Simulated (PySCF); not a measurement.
**C₅H₉O₃ (doublet): density, localisation and related maps**

```xyz
17

C     2.6445   -0.5320   -0.4871
C     1.2156   -0.1367   -0.7487
O     0.7499    0.0405   -1.8523
O     0.5313   -0.0084    0.3718
C    -0.8883    0.4603    0.2588
C    -1.2720    0.9167    1.6551
C    -1.7797   -0.5809   -0.2632
O    -1.8115   -0.9181   -1.5752
H     2.6666   -1.5717   -0.1672
H     3.0576    0.0792    0.3104
H     3.2263   -0.4212   -1.3969
H    -0.8372    1.3078   -0.4415
H    -2.2614    1.3638    1.6322
H    -0.5564    1.6484    2.0195
H    -1.2789    0.0672    2.3318
H    -2.3342   -1.2371    0.3814
H    -1.0792   -0.4659   -2.0387
```

Geometry: GFN2-xTB.

Computed with PySCF, UKS B3LYP, pcH-1 on C H O, non-relativistic, mean-field spin-orbit, GIAO.

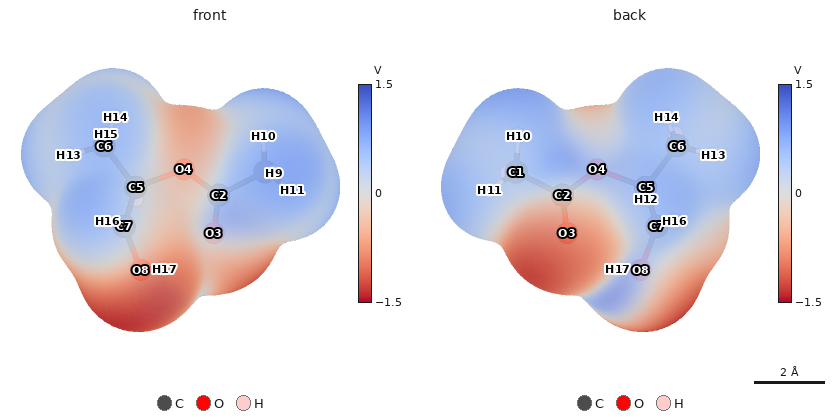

Figure 1. The electrostatic potential painted on the density surface at 0.001 e/bohr³, seen from the front and from behind; the colour scale runs from red (negative) to blue (positive).

**Describe the electrostatic potential map.**

The most negative region (about −1.4 V) lies over O8, the most positive (about +0.8 V) over C2, H9 and H10. O8 is the likeliest acceptor of a hydrogen bond.

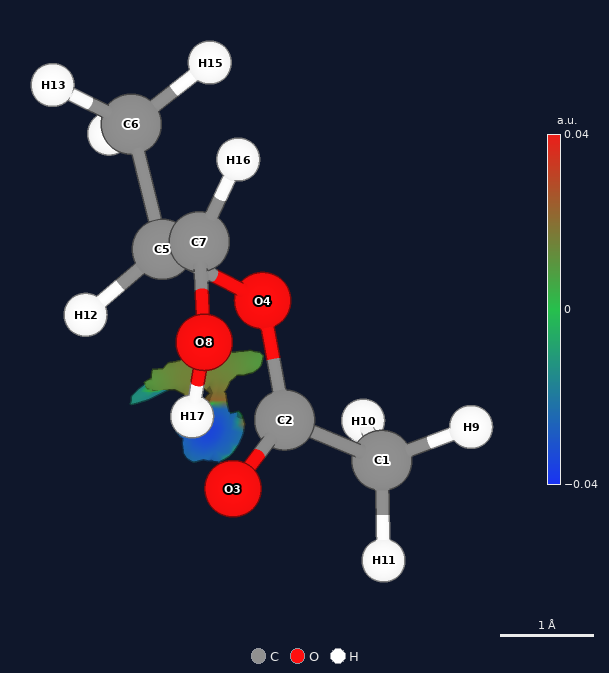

Figure 2. Non-covalent interaction (NCI) plot: the surface where the reduced density gradient is 0.5, for densities under 0.05 a.u., coloured by sign(λ₂)ρ; seen at an oblique angle.

**Which non-covalent interactions does the plot reveal?**

H17···O3 (1.9 Å): a hydrogen bond (blue, attractive).

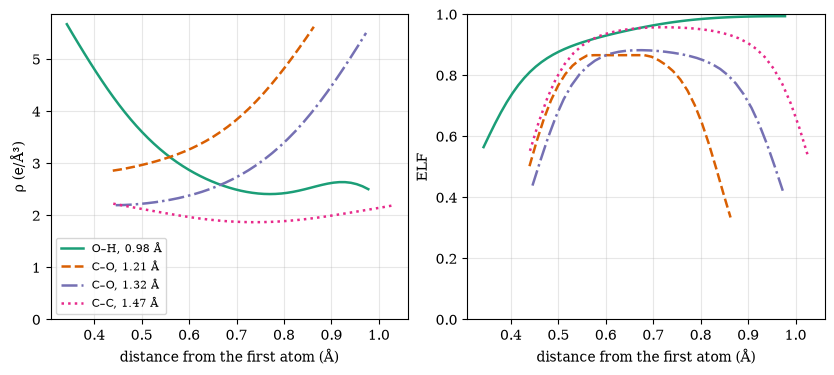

Figure 3. Total electron density and ELF along straight lines between neighbouring atoms. The curves leave out the atomic cores.

**Compare the contacts.**

O–H (0.98 Å): ρ at the midpoint is about 3.7 e/Å³; the ELF climbs to about 1 towards the hydrogen, as it does in any bond to H (an ordinary covalent bond to hydrogen).
C–O (1.21 Å): ρ is about 3.3 e/Å³ halfway; the ELF peaks at about 0.85 between the atoms (a short, multiple covalent bond).
C–O (1.32 Å): the density is about 2.6 e/Å³ at the midpoint; the ELF peaks at about 0.90 between the atoms: a polar covalent bond.
C–C (1.47 Å): ρ at the midpoint is about 1.9 e/Å³; the ELF peaks at about 0.95 between the atoms; a shared electron pair.
